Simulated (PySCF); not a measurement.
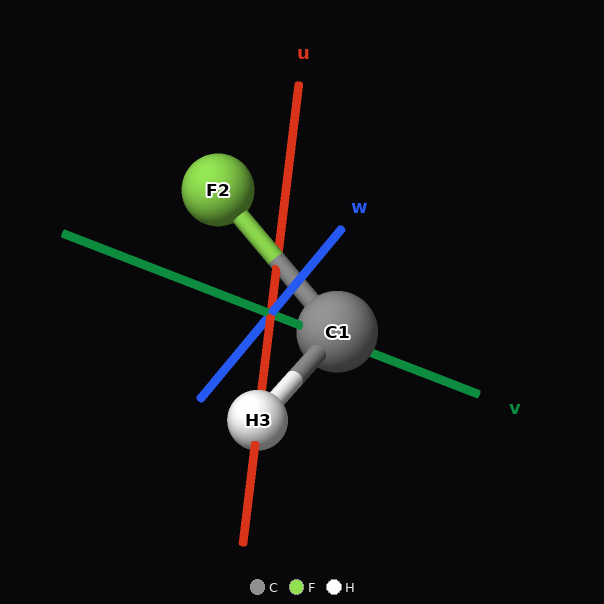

The lines u, v and w are the principal axes of the static dipole polarisability. The geometry was computed by an optimisation with PBE0-D3(BJ)/def2-SVP. No frequency run is at hand to confirm it as a minimum. Level of theory: PBE0/def2-SVPD (PySCF 2.14.0).

Question: Along which axis is the molecule most polarisable, and along which least?

Answer: Most along u (in the molecular plane), least along w (normal to the molecular plane).

Question: Give the three principal values.

Answer: u 17.8, v 15.5, w 13.8 bohr³; mean 15.7, anisotropy 3.5 bohr³.
